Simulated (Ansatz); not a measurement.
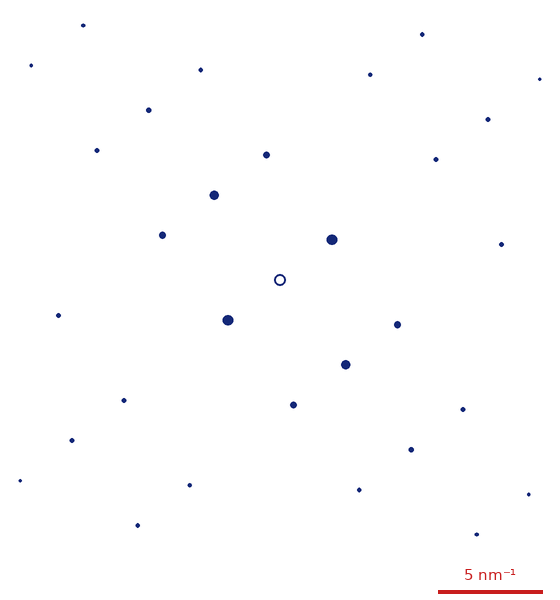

Kinematic zone-axis pattern, calculated for 200 keV electrons with B = 1 Å².

Candidate phases (model or computed cells):
A. Rh, space group Fm-3m (No. 225), a = 3.80 Å
B. Mo, space group Im-3m (No. 229), a = 3.135 Å
C. Si, space group Fd-3m (No. 227), a = 5.470 Å
D. Mo, space group Im-3m (No. 229), a = 3.16 Å

Identify the phase and the zone axis.

Candidate C (Si), along [211] or an equivalent direction. The spots form a rectangular net whose two shortest vectors correspond to d = 3.16 Å and 1.93 Å, 90.0° apart. They index as -1 1 1 and 0 -2 2; no zone of the other candidates with indices up to 3 has this net. Some points of the net are extinct or too weak to see.
